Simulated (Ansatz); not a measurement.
**PBE0/6-31G(d) (spherical functions) run of C5H12S (ethyl propyl sulfide)**

Aim: the energy change on altering one bond length of C5H12S (ethyl propyl sulfide) at PBE0/6-31G* (spherical functions), from 2 runs. 

The results are computed with Ansatz 0.2.0.

40 further runs of the same task are left out: 40 set aside as unsound or not needed. Runs told in other sessions of the task aren't counted.

## (1) The structure to begin with

The species is C5H12S (18 atoms), meant as a singlet with charge 0. As SMILES, `CCCSCC`. The coordinates come from a PBE0-D4/def2-TZVP relaxation. This is one conformer, not always the lowest.

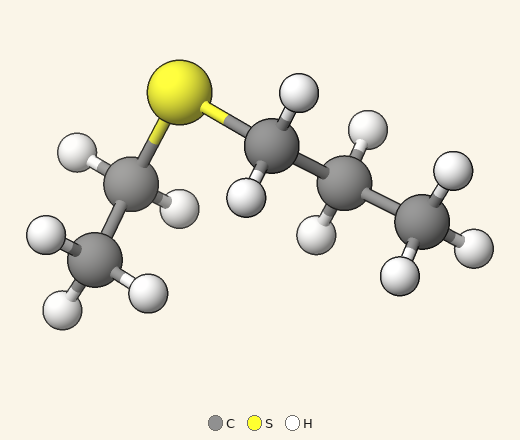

Viewed from a chosen angle; carbon grey, sulfur yellow, hydrogen white.

## (2) The energy at PBE0/6-31G(d) (spherical functions)

run.yaml

```yaml
crystal:
  periodic: [false, false, false]
  atoms:
    - {symbol: C, position_ang: [-1.575510, 2.116410, 0.233450]}
    - {symbol: C, position_ang: [-0.687390, 1.004330, 0.767600]}
    - {symbol: C, position_ang: [0.649770, 0.951970, 0.051550]}
    - {symbol: S, position_ang: [1.814130, -0.273770, 0.681490]}
    - {symbol: C, position_ang: [0.959770, -1.827620, 0.335860]}
    - {symbol: C, position_ang: [0.707040, -2.101940, -1.132620]}
    - {symbol: H, position_ang: [-1.102920, 3.094320, 0.360370]}
    - {symbol: H, position_ang: [-1.778450, 1.984340, -0.833020]}
    - {symbol: H, position_ang: [-2.535900, 2.141530, 0.752960]}
    - {symbol: H, position_ang: [-0.510770, 1.138030, 1.838860]}
    - {symbol: H, position_ang: [-1.201400, 0.044240, 0.657520]}
    - {symbol: H, position_ang: [0.510000, 0.809470, -1.024130]}
    - {symbol: H, position_ang: [1.179120, 1.902090, 0.171290]}
    - {symbol: H, position_ang: [0.031810, -1.870450, 0.911410]}
    - {symbol: H, position_ang: [1.624410, -2.585230, 0.758970]}
    - {symbol: H, position_ang: [0.021950, -1.369990, -1.565910]}
    - {symbol: H, position_ang: [0.255780, -3.089450, -1.264940]}
    - {symbol: H, position_ang: [1.638550, -2.068290, -1.700710]}
basis:
  gaussian:
    orbitals: 6-31G_st_-spherical.json
accuracy: high
output:
  orbitals: {seedname: orbitals}
total_charge: 0
hamiltonian:
  xc: pbe0
```

The basis set 6-31G* is read from a file made from the Basis Set Exchange's data (not shown).

Command:

```bash
$ ansatz run run.yaml --threads 1 --pin off --max-ram 3480MiB --events-out events.jsonl --progress --plain --runs-dir runs
```

Log:

```text
Warning: RAYON_NUM_THREADS=1 ignored (pool sized by the plan → 1); use --threads N
Functional definition: PBE0
  name "PBE0"
  parameter a = 0.25
  parameter kappa = 0.804
  parameter beta = 0.06672455060314922
  exchange = (1 - a)*pbe_x(kappa = kappa, mu = beta*pi^2/3) + a*exact_x
  correlation = pbe_c(beta = beta)
2901 factors; integrals over basis functions are off by at most 1.5e-8 eV
mean field evaluation 1: about -16197.5351 eV, gradient 5.6e1 eV
mean field evaluation 2: about -16195.2549 eV, gradient 6.3e1 eV
mean field evaluation 4: about -16205.1076 eV, gradient 1.6e0 eV
mean field evaluation 8: about -16205.5728 eV, gradient 2.0e-1 eV
mean field evaluation 16: about -16205.5730 eV, gradient 7.6e-5 eV
mean field -16205.57296245 eV, -595.5438218381 hartree, gradient 2.3e-8 eV, S^2 0.000000; 0 other end points of the search recorded, 0 dependent functions left out
reference -16205.57296467 eV, -595.5438219199 hartree; 29, 29 occupied and 83, 83 virtual orbitals, 2901 factors
Total energy: -16205.57296467 eV, -595.5438219199 hartree
```

It took 24 s on 1 thread of Arm Neoverse V1, shared host; peak memory 0.51 GiB.

## (3) The distorted shape at the same level

in.yaml

```yaml
crystal:
  periodic: [false, false, false]
  atoms:
    - {symbol: C, position_ang: [-1.033990, 3.301439, 0.392236]}
    - {symbol: C, position_ang: [-0.145870, 2.189359, 0.926386]}
    - {symbol: C, position_ang: [1.191290, 2.136999, 0.210336]}
    - {symbol: S, position_ang: [2.355650, 0.911259, 0.840276]}
    - {symbol: C, position_ang: [1.501290, -0.642591, 0.494646]}
    - {symbol: C, position_ang: [1.248560, -0.916911, -0.973834]}
    - {symbol: H, position_ang: [-0.561400, 4.279349, 0.519156]}
    - {symbol: H, position_ang: [-1.236930, 3.169369, -0.674234]}
    - {symbol: H, position_ang: [-1.994380, 3.326559, 0.911746]}
    - {symbol: H, position_ang: [0.030750, 2.323059, 1.997646]}
    - {symbol: H, position_ang: [-0.659880, 1.229269, 0.816306]}
    - {symbol: H, position_ang: [1.051520, 1.994499, -0.865344]}
    - {symbol: H, position_ang: [1.720640, 3.087119, 0.330076]}
    - {symbol: H, position_ang: [0.573330, -0.685421, 1.070196]}
    - {symbol: H, position_ang: [2.165930, -1.400201, 0.917756]}
    - {symbol: H, position_ang: [0.563470, -0.184961, -1.407124]}
    - {symbol: H, position_ang: [0.255780, -3.089450, -1.264940]}
    - {symbol: H, position_ang: [2.180070, -0.883261, -1.541924]}
basis:
  gaussian:
    orbitals: 6-31G_st_-spherical.json
hamiltonian:
  xc: {name: PBE0}
accuracy: high
output: {orbitals: {seedname: orbitals}}
```

The basis set 6-31G* is read from a file made from the Basis Set Exchange's data (not shown).

Command:

```bash
$ ansatz run in.yaml --threads 1 --pin off --max-ram 3480MiB --events-out events.jsonl --progress --plain --runs-dir runs
```

Log:

```text
Warning: RAYON_NUM_THREADS=1 ignored (pool sized by the plan → 1); use --threads N
Functional definition: PBE0
  name "PBE0"
  parameter a = 0.25
  parameter kappa = 0.804
  parameter beta = 0.06672455060314922
  exchange = (1 - a)*pbe_x(kappa = kappa, mu = beta*pi^2/3) + a*exact_x
  correlation = pbe_c(beta = beta)
2900 factors; integrals over basis functions are off by at most 1.9e-8 eV
mean field evaluation 1: about -16189.3578 eV, gradient 6.1e1 eV
mean field evaluation 2: about -16178.1916 eV, gradient 8.1e1 eV
mean field evaluation 4: about -16199.7491 eV, gradient 1.2e1 eV
mean field evaluation 8: about -16200.6910 eV, gradient 1.4e0 eV
mean field evaluation 16: about -16200.6972 eV, gradient 1.1e-3 eV
mean field -16200.69719107 eV, -595.3646405449 hartree, gradient 6.1e-8 eV, S^2 0.000000; 0 other end points of the search recorded, 0 dependent functions left out
reference -16200.69719349 eV, -595.3646406337 hartree; 29, 29 occupied and 83, 83 virtual orbitals, 2900 factors
Total energy: -16200.69719349 eV, -595.3646406337 hartree
```

Run time: 22 s. Hardware: 1 thread of Arm Neoverse V1, shared host; peak memory 0.51 GiB.

## (4) Outcome

Level: PBE0/6-31G* (spherical functions).

```
                                                          quantity          value
                                         first shape: total energy  -595.54382 Eh
                                          first shape: HOMO energy       -6.07 eV
                                          first shape: LUMO energy        1.74 eV
                                        first shape: HOMO–LUMO gap        7.81 eV
                                     distorted shape: total energy  -595.36464 Eh
                                      distorted shape: HOMO energy       -6.43 eV
                                      distorted shape: LUMO energy       -2.71 eV
                                    distorted shape: HOMO–LUMO gap        3.72 eV
energy change with the C6–H17 bond stretched from 1.094 to 2.406 Å       4.876 eV
```

In words: One bond (distorted shape) is far stretched, which a spin-restricted single reference describes badly; a broken-symmetry solution may lie lower. With the C6–H17 bond stretched from 1.094 to 2.406 Å the energy rises by 4.88 eV (112 kcal/mol). The first shape isn't relaxed at this level, so the change isn't measured from a minimum. A restricted reference can't describe the breaking bond well at this length.
